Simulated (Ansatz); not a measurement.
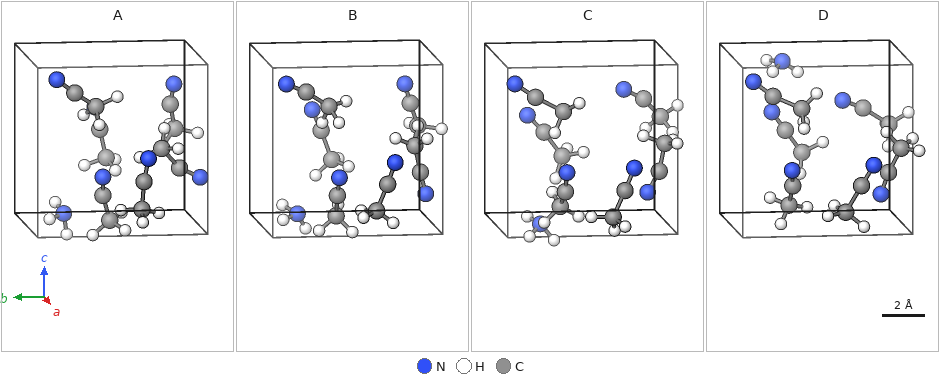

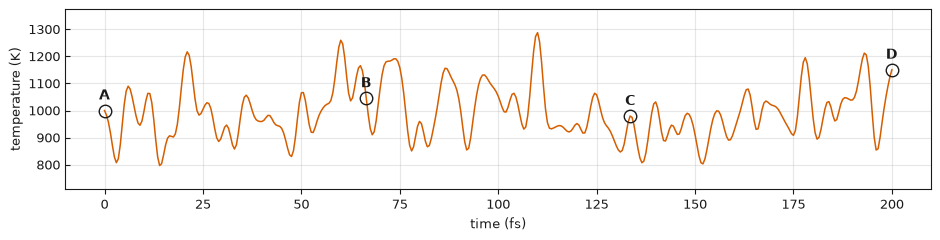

First-principles dynamics of a periodic cell with 1 NH3 + 6 CH3CN at 0.78 g/cm³, 200 fs long. It starts from the last geometry of an earlier run, with fresh velocities. Frames (A at 0 fs, B at 66 fs, C at 134 fs, D at 200 fs) and the history of the run. A ball-and-stick model of the simulation cell, seen from a free direction. Atoms that leave the cell re-enter on the other side.

Method: DFT PBE, scalar-relativistic, plane waves, PAW in Ansatz 0.2.0. Run with plane-wave cutoff 420 eV; k-point mesh 1 × 1 × 1; Fermi-Dirac smearing 0.02 eV; low-accuracy preset; Nosé-Hoover thermostat (NVT); set temperature 1000 K; time step 0.5 fs; thermostat time 50.0 fs.

Question: Describe the run.

Answer: Root-mean-square distances from the starting positions over the second half, with the common drift of all atoms taken out: H 1.84 Å, N 1.36 Å, C 1.00 Å. The molecules turn and drift from their places. Over the second half the temperature averages 983 K (spread ±90 K). The potential energy in the second half lies on average 9.7 meV per atom above the first frame. The conserved quantity stays between −0.34 and 0.48 meV per atom of its start. A straight-line fit has a slope that amounts to +0.05 meV per atom over 200 fs (under 0.1 % of the mean kinetic energy), and the ripple about it is 1.2 % of the kinetic energy's fluctuation. With a drift under 2 % and a ripple under 7 %, the integration is accurate.

Limits of the set-up: the program's low-accuracy preset was used; the periodic images lie only 8.2 Å apart, so the values are limited by the cell's size.
